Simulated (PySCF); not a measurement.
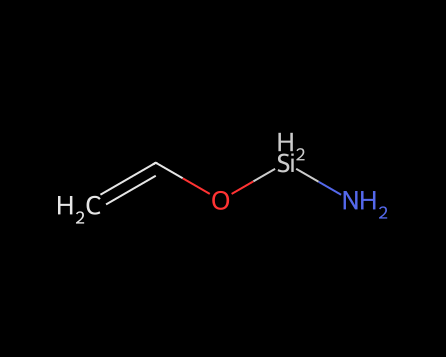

Skeletal drawing of a molecule.

> Write the SMILES.

C=CO[SiH2]N

> Give the formula, hydrogens included.

C2H7NOSi.

> An optimisation with GFN2-xTB gave a structure of which point group?

C1. Other conformers may differ.

More results for the same structure follow; atom numbers are the same in all pictures, views and colours differ. The geometry was computed by an optimisation with GFN2-xTB. No frequency run is at hand to confirm it as a minimum.

NMR shielding

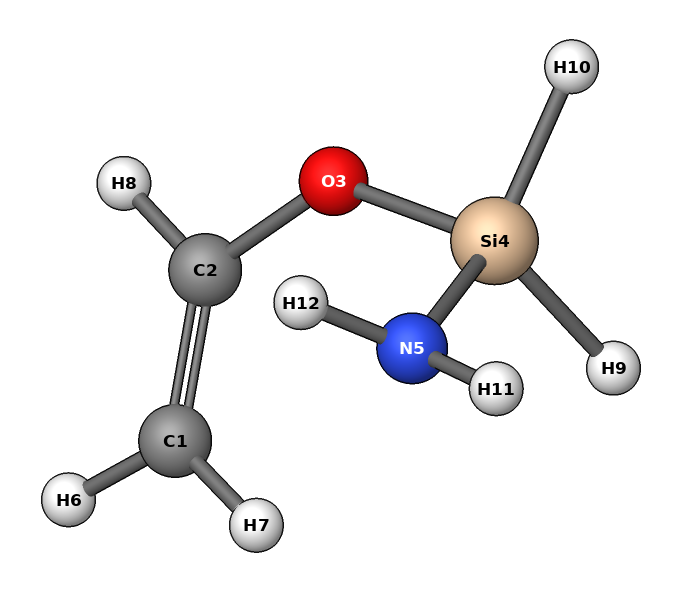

The questions are on isotropic NMR shieldings of the C atoms. No frequency run is at hand to confirm it as a minimum. Properties computed with GIAO PBE0/pcSseg-1 NMR shielding, non-relativistic, gas phase (PySCF 2.14.0).

Give the isotropic NMR shieldings of the C atoms atom by atom.

```
atom  σ (ppm)
  C1     88.6
  C2     31.3
```

Charges

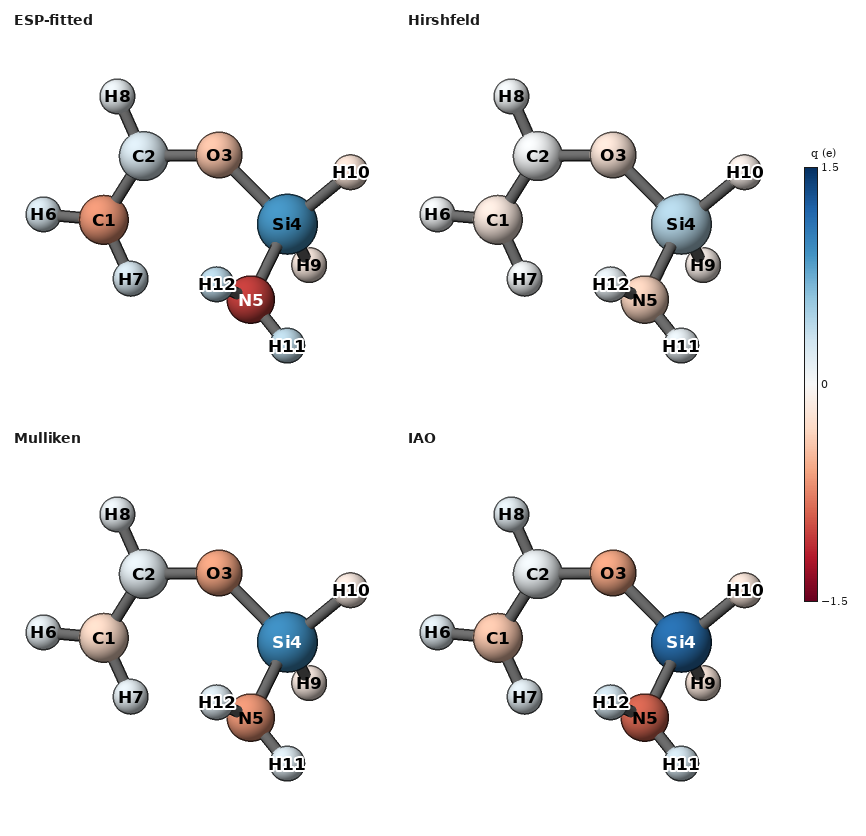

Atomic charges of one calculation by 4 schemes, on one colour scale. No frequency run is at hand to confirm it as a minimum. Computed with PBE0/pcSseg-1 (PySCF 2.14.0).

> On which atom do the schemes disagree most?

On N5 (from −1.03 to −0.32 e).

List the charges (e), one line for each set of equivalent atoms.

```json
{"atom": "C1", "ESP-fitted": "−0.65", "Hirshfeld": "−0.15", "Mulliken": "−0.28", "IAO": "−0.41"}
{"atom": "C2", "ESP-fitted": "0.21", "Hirshfeld": "0.03", "Mulliken": "0.13", "IAO": "0.07"}
{"atom": "O3", "ESP-fitted": "−0.42", "Hirshfeld": "−0.20", "Mulliken": "−0.59", "IAO": "−0.59"}
{"atom": "Si4", "ESP-fitted": "0.89", "Hirshfeld": "0.43", "Mulliken": "0.93", "IAO": "1.12"}
{"atom": "N5", "ESP-fitted": "−1.03", "Hirshfeld": "−0.32", "Mulliken": "−0.65", "IAO": "−0.86"}
{"atom": "H6", "ESP-fitted": "0.21", "Hirshfeld": "0.05", "Mulliken": "0.12", "IAO": "0.16"}
{"atom": "H7", "ESP-fitted": "0.24", "Hirshfeld": "0.04", "Mulliken": "0.14", "IAO": "0.16"}
{"atom": "H8", "ESP-fitted": "0.10", "Hirshfeld": "0.05", "Mulliken": "0.10", "IAO": "0.15"}
{"atom": "H9", "ESP-fitted": "−0.14", "Hirshfeld": "−0.08", "Mulliken": "−0.14", "IAO": "−0.17"}
{"atom": "H10", "ESP-fitted": "−0.19", "Hirshfeld": "−0.09", "Mulliken": "−0.14", "IAO": "−0.17"}
{"atom": "H11", "ESP-fitted": "0.38", "Hirshfeld": "0.12", "Mulliken": "0.19", "IAO": "0.27"}
{"atom": "H12", "ESP-fitted": "0.40", "Hirshfeld": "0.12", "Mulliken": "0.19", "IAO": "0.27"}
```

Excitation

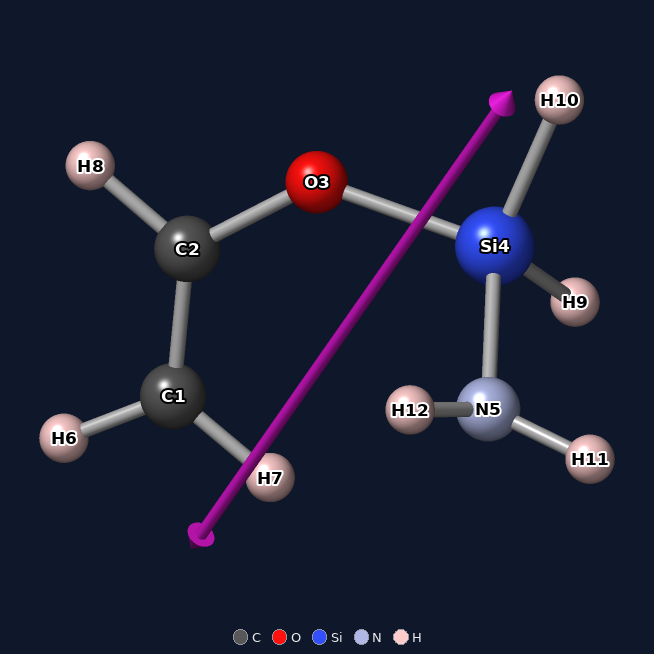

The double arrow shows the direction of the transition dipole to excited singlet state 5 (its length means nothing). No frequency run is at hand to confirm it as a minimum. Level of theory: TDDFT PBE0/def2-SVPD, vertical, gas phase, core orbitals frozen in the response (PySCF 2.14.0).

> Where does the transition lie, and how strong is it?

7.19 eV (172 nm), oscillator strength 0.090, of mixed character, with the largest part HOMO → LUMO+2 (weight 0.36); transition dipole 1.82 D.

Mulliken values depend strongly on the basis set and can even reverse the polarity of a bond. The geometry is semi-empirical. Around Si such bond lengths and angles can be off by a tenth of an ångström or more and by several degrees, and values that hang on the shape move with them.
